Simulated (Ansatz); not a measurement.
The figure comes from a scan of SnS (rock salt): the cell is scaled evenly about its relaxed volume V₀. These are PBEsol (plane waves to 420 eV, PAW, scalar-relativistic; Ansatz, an electronic-structure program) values and carry that method's errors. k mesh 10×10×10 (Γ-centred), Fermi-Dirac smearing 0.05 eV. Compression counts positive. SnS was relaxed with its symmetry unable to fall. This is one of several known forms of SnS; the measured ambient cells at hand have space group No. 62. 

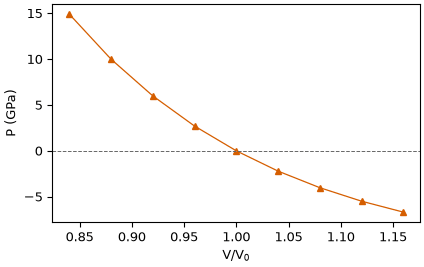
Figure. P (GPa) against V/V₀; markers are the computed points, lines only join them.

Problem. Turn the plot into a table (rounded to what can be read).

Solution. To the nearest 0.5:

```json
[
 {"V/V₀": "0.840", "P (GPa)": "15.0"},
 {"V/V₀": "0.880", "P (GPa)": "10.0"},
 {"V/V₀": "0.920", "P (GPa)": "6.0"},
 {"V/V₀": "0.960", "P (GPa)": "2.5"},
 {"V/V₀": "1.000", "P (GPa)": "0.0"},
 {"V/V₀": "1.040", "P (GPa)": "-2.0"},
 {"V/V₀": "1.080", "P (GPa)": "-4.0"},
 {"V/V₀": "1.120", "P (GPa)": "-5.5"},
 {"V/V₀": "1.160", "P (GPa)": "-6.5"}
]
```

(A scan under strain: stresses follow from slopes of the energy per volume, elastic moduli from its curvatures.)
